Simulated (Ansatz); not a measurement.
Bands of a (5,0) AlN nanotube, along its axis.

Computed with PBE (plane waves to 420 eV, PAW; Ansatz, a quantum-chemistry and plane-wave program). Mesh 1×1×6. No spin polarisation. One-dimensional cell, images about 11 Å apart. A hypothetical model, rolled from the flat sheet. Only distortions within the start's symmetry and period were free.

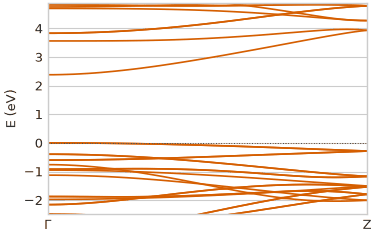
Bands from the zone centre to the zone edge (period 5.30 Å); the dotted line marks the highest filled level

Q: Is it a metal or a semiconductor at this level? Give what the bands show.

A: A semiconductor in PBE.
| Item | Result |
|---|---|
| PBE gap | 2.38 eV, direct at Γ |
